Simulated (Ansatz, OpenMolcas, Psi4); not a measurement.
**How methods differ on InCl3 (SMILES [Cl][In]([Cl])[Cl])**

InCl3 has 4 atoms, charge 0, and is taken as a singlet. SMILES: `[Cl][In]([Cl])[Cl]`. Geometry: relaxed at PBE0-D4/def2-TZVP.

Quantity: the electronic atomisation energy, in eV. The values are calculated. Electronic energies at fixed atoms, without zero-point motion or spin-orbit coupling.

```tsv
level	kind	program	value (eV)	CPU time (all runs)
PBE/def2-SVP (core potential)	GGA	Ansatz	10.16	7.8 s
M06-L/def2-SVP (core potential)	meta-GGA	OpenMolcas	10.55	42 s
PBE0/def2-SVP (core potential)	global hybrid	OpenMolcas	10.02	20 s
wB97X/def2-SVP (core potential)	range-separated hybrid	Ansatz	10.11	32 s
PBE-QIDH/def2-SVP (core potential)	double hybrid	Ansatz	10.07	13 s
RPA@PBE0/def2-SVP (core potential)	RPA	Ansatz	8.86	14 s
MP2/def2-SVP (core potential)	perturbation theory	Psi4	9.89	13 s
BCCD(T)/def2-SVP (core potential)	coupled cluster or CI	Ansatz	9.34	16 s
```

Correlated wave functions underbind in double-zeta sets. The values span 8.86 to 10.55 eV. In the correlated wave-function rows the outer d shell of In is correlated, in sets not made for it. In so small a basis fixed costs decide the times, and correlated methods can beat functionals. Times are those of the runs behind each value, whatever else they computed, on shared processors of several kinds: orders of magnitude only.

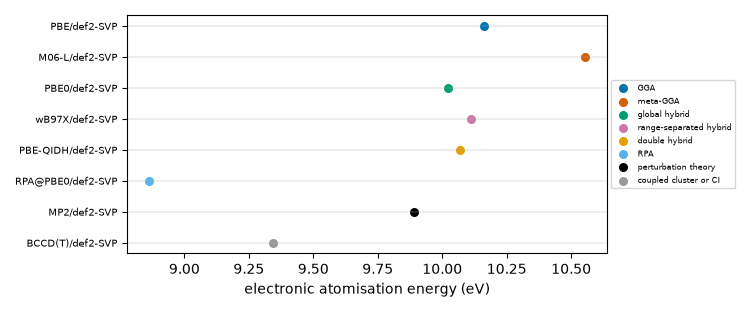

The values of the table, level by level.
